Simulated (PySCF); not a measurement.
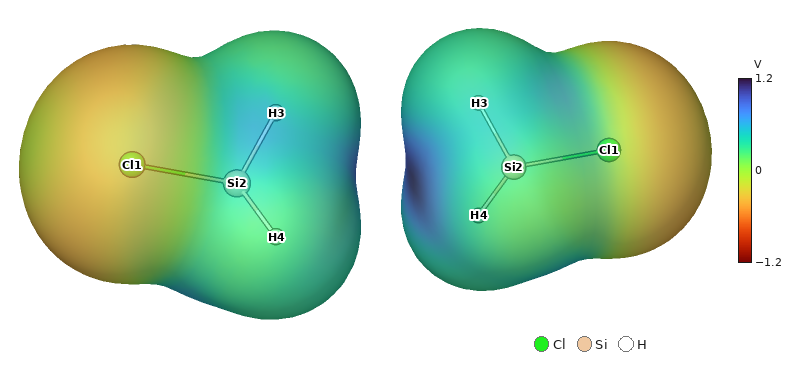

*ClH2Si, doublet, SMILES `Cl[SiH2]`. Electrostatic potential on the surface of electron density 0.001 a.u. (back view left, front view right).*

Method: r2SCAN/6-311G**; geometry: GFN2-xTB; program: PySCF. No frequency check shows the geometry to be a minimum. The stability of the open-shell solution wasn't checked. GFN2-xTB bond lengths at metals and heavier atoms can be off by up to 0.1 Å and shapes distorted, which carries into these values. GFN2-xTB doesn't know the spin state, so this open-shell geometry is rough.

Question: Where are the extremes of the potential on the surface?

Answer: Highest: 1.14 V, about equally far (2.0 Å) from Si2, H3 and H4. Further maxima include 0.62 V, about equally far (2.2 Å) from Si2, H3 and H4; 0.59 V, off the Si2–H4 bond (2.0 to 2.2 Å from its atoms), and at like points elsewhere. Lowest: −0.41 V, 2.1 Å from Cl1, and at like points elsewhere. Further minima include 0.12 V, 2.4 Å from Si2. The surface is sampled at points, so like sites can differ by a few per cent and only the strongest of them is named.
